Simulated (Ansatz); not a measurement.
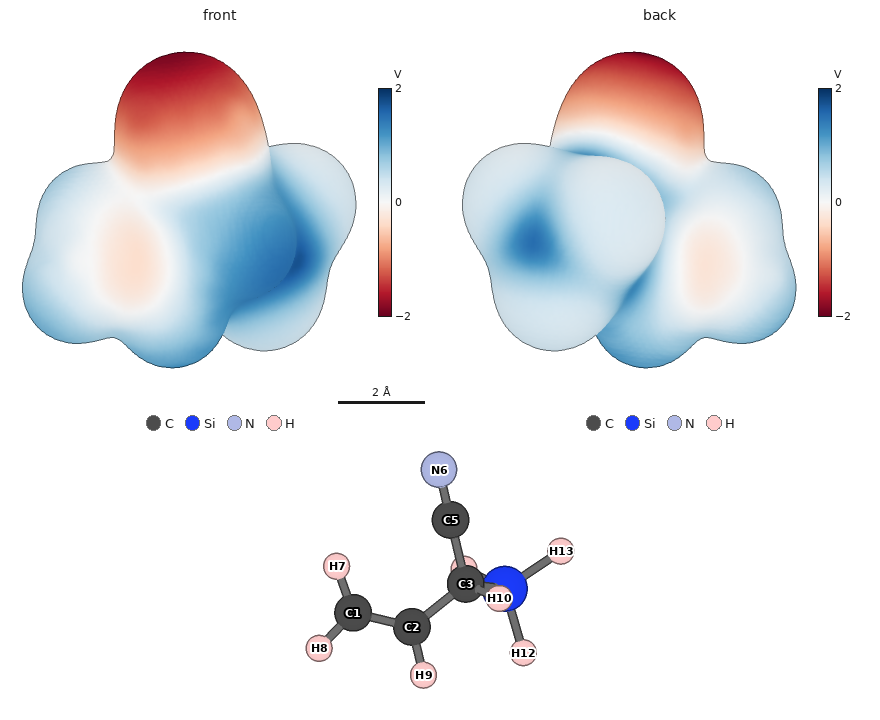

*C4H7NSi (SMILES C=CC([SiH3])C#N). The electrostatic potential painted on the density surface at 0.002 e/bohr³, seen from the front and from behind; red is negative and blue positive. The bare structure is drawn below in the same view.*

Not at a stationary point (largest force 1.0 eV/Å).

Method: SCF cam_b3lyp, Gaussian basis in Ansatz.

```yaml
atoms:
  - { symbol: C, position_ang: [1.8593, -1.0209, -0.3538] }
  - { symbol: C, position_ang: [0.8640, -0.2325, -0.7877] }
  - { symbol: C, position_ang: [-0.0548, 0.6604, 0.0361] }
  - { symbol: Si, position_ang: [-1.8694, 0.1371, -0.0317] }
  - { symbol: C, position_ang: [0.3639, 0.7982, 1.4448] }
  - { symbol: N, position_ang: [0.6961, 0.9206, 2.5511] }
  - { symbol: H, position_ang: [2.1225, -1.1209, 0.6959] }
  - { symbol: H, position_ang: [2.4510, -1.6008, -1.0578] }
  - { symbol: H, position_ang: [0.6957, -0.1998, -1.8660] }
  - { symbol: H, position_ang: [-0.0026, 1.6585, -0.4186] }
  - { symbol: H, position_ang: [-2.0774, -1.2026, 0.5786] }
  - { symbol: H, position_ang: [-2.3163, 0.0714, -1.4497] }
  - { symbol: H, position_ang: [-2.7320, 1.1314, 0.6587] }
```

> Where is the surface potential most negative and most positive?

The most negative region (about −1.9 V) lies over N6, the most positive (about +1.6 V) over Si4. N6 is the likeliest acceptor of a hydrogen bond.
